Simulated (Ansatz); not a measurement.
The figure comes from a scan of CsSnI₃ (cubic perovskite): one Cs atom of a 5-atom cell moves by u along (1.00, 0.00, 0.00) and v along (0.00, 1.00, 0.00). Method: PBE (plane waves to 420 eV, PAW, scalar-relativistic; Ansatz, a quantum-chemistry and plane-wave program). k mesh 5×5×5 (Γ-centred), Fermi-Dirac smearing 0.05 eV. The energy includes the smearing's −TS. CsSnI3 was relaxed with its symmetry unable to fall. Spin-orbit coupling is left out, though I is heavy. The PAW data are Ansatz's earlier set. This is a high-temperature form of CsSnI3. The zero of ΔE is the undisplaced structure. Axes are in Å.

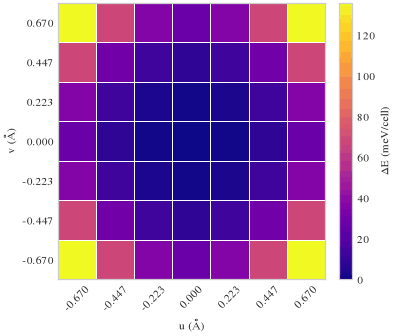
*ΔE (meV/cell), one tile a computed point.*

Problem. Read the plotted values off the figure, to the accuracy that the plot allows.

Solution. To the nearest 20:

ΔE (meV/cell), with u across and v down:

```
v \ u   -0.670  -0.447  -0.223  0.000  0.223  0.447  0.670
------  ------  ------  ------  -----  -----  -----  -----
-0.670     140      60      40     20     40     60    140
-0.447      60      20      20      0     20     20     60
-0.223      40      20       0      0      0     20     40
0.000       20       0       0      0      0      0     20
0.223       40      20       0      0      0     20     40
0.447       60      20      20      0     20     20     60
0.670      140      60      40     20     40     60    140
```

(A displaced cell: forces are minus the slopes of the energy, force constants its curvatures, and phonons follow from these.)
